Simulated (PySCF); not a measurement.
**H3NO (hydroxylamine) at QCISD(T)/STO-3G**

Aim: the energy change on altering one bond length of H3NO (hydroxylamine) at QCISD(T)/STO-3G, from 2 runs. The job is set up through a Python script.

The calculation is run with PySCF 2.14.0.

9 further runs of the same task are left out: 9 set aside as unsound or not needed.

### Step 1. The structure to begin with

The species is H3NO (5 atoms), meant as a singlet with charge 0. SMILES: `NO`. The coordinates come from a GFN2-xTB relaxation. This is one conformer, not always the lowest.

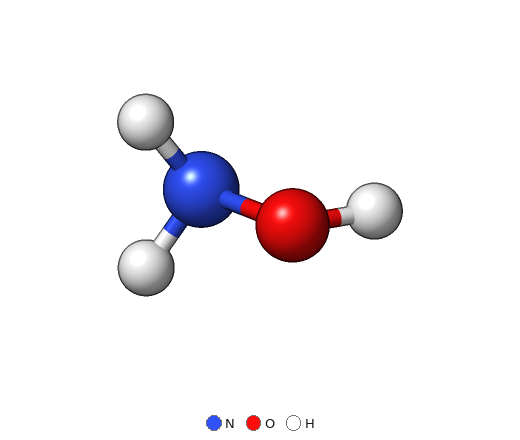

Viewed from a chosen angle; nitrogen blue, oxygen red, hydrogen white.

### Step 2. The energy at QCISD(T)/STO-3G

Input file job.py:

```python
from pyscf import gto, cc

system = gto.M(
    atom='''
N       -0.178910      -0.366440      -0.312920
O        0.371730       0.674250       0.501760
H       -0.161770      -1.206140       0.265260
H       -1.156690      -0.114310      -0.454620
H        1.125640       1.012630       0.000530
''',
    spin=0,
    max_memory=1860,
    verbose=3,
    basis='sto-3g',
)

mf = system.RHF()
mf.conv_tol = 1e-10
mf.kernel()
if not mf.converged:
    mf = mf.newton().run(mf.mo_coeff, mf.mo_occ)

mycc = cc.QCISD(mf, frozen=2)
mycc.kernel()
e_t = mycc.qcisd_t()
energy = mycc.e_tot + e_t
print('E(%s) = %.9f' % ('QCISD(T)', energy))
```

Command:

```
$ OMP_NUM_THREADS=1 python job.py
```

The log of the run:

```text
converged SCF energy = -129.25979664587
E(QCISD) = -129.3708781984936  E_corr = -0.1110815526239401
QCISD(T) correction = -0.000557983779475959
E(QCISD(T)) = -129.371436182
```

Wall time 0.91 s (1 thread of Arm Neoverse V1, shared host); peak memory 0.12 GiB.

### Step 3. The distorted shape

Input file job.py:

```python
from pyscf import gto, scf, cc

system = gto.Mole()
system.atom = '''
N   -1.535959  -0.975529   0.589301
O   -0.985319   0.065161   1.403981
H   -1.518819  -1.815229   1.167481
H   -2.513739  -0.723399   0.447601
H    1.125640   1.012630   0.000530
'''
system.max_memory = 1860
system.verbose = 3
system.basis = 'sto-3g'
system.charge = 0
system.build()

myscf = scf.RHF(system)
myscf.conv_tol = 1e-10
myscf.kernel()
if not myscf.converged:
    myscf = myscf.newton().run(myscf.mo_coeff, myscf.mo_occ)

mycc = cc.QCISD(myscf, frozen=2)
mycc.kernel()
e_t = mycc.qcisd_t()
etot = mycc.e_tot + e_t
print('E(%s) = %.9f' % ('QCISD(T)', etot))
```

Command:

```
$ OMP_NUM_THREADS=1 python job.py
```

The log of the run:

```text
converged SCF energy = -128.886303744208
E(QCISD) = -129.2375040490267  E_corr = -0.3512003048181828
QCISD(T) correction = -0.0119611199901379
E(QCISD(T)) = -129.249465169
```

It took 0.87 s on 1 thread of Arm Neoverse V1, shared host; peak memory 0.1 GiB.

### Step 4. Summary of results

At QCISD(T)/STO-3G, 2 core orbitals frozen:

| quantity | value |
| --- | --- |
| first shape: total energy | -129.37144 Eh |
| first shape: dipole moment (Hartree–Fock density) | 0.38 D |
| first shape: HOMO energy (Hartree–Fock orbitals) | -9.02 eV |
| first shape: LUMO energy (Hartree–Fock orbitals) | 14.68 eV |
| first shape: HOMO–LUMO gap (Hartree–Fock orbitals) | 23.69 eV |
| first shape: correlation energy (2 core orbitals frozen) | -111.6 mEh |
| first shape: (T) correction | -0.56 mEh |
| first shape: T1 diagnostic | 0.006 |
| distorted shape: total energy | -129.24947 Eh |
| distorted shape: dipole moment (Hartree–Fock density) | 2.13 D |
| distorted shape: HOMO energy (Hartree–Fock orbitals) | -4.61 eV |
| distorted shape: LUMO energy (Hartree–Fock orbitals) | 1.38 eV |
| distorted shape: HOMO–LUMO gap (Hartree–Fock orbitals) | 5.99 eV |
| distorted shape: correlation energy (2 core orbitals frozen) | -363.2 mEh |
| distorted shape: (T) correction | -11.96 mEh |
| distorted shape: T1 diagnostic | 0.023 |
| energy change with the O2–H5 bond stretched from 0.966 to 2.706 Å | 3.319 eV |

What this shows: One bond (distorted shape) is far stretched, which a spin-restricted single reference describes badly; perturbation theory on it can break down and give far too much correlation. With the O2–H5 bond stretched from 0.966 to 2.706 Å the energy rises by 3.32 eV (77 kcal/mol). The first shape isn't relaxed at this level, so the change isn't measured from a minimum. A restricted reference can't describe the breaking bond well at this length. The minimal basis adds a large error of its own. Mulliken charges (first shape) of the mean-field density run from -0.30 on N1 to +0.20 on H5. The triples (first shape) make up 0.5 % of the correlation energy. The T1 diagnostic (distorted shape) of 0.023 is above the customary mark for such species, so a single reference may not serve. The triples (distorted shape) make up 3.3 % of the correlation energy.
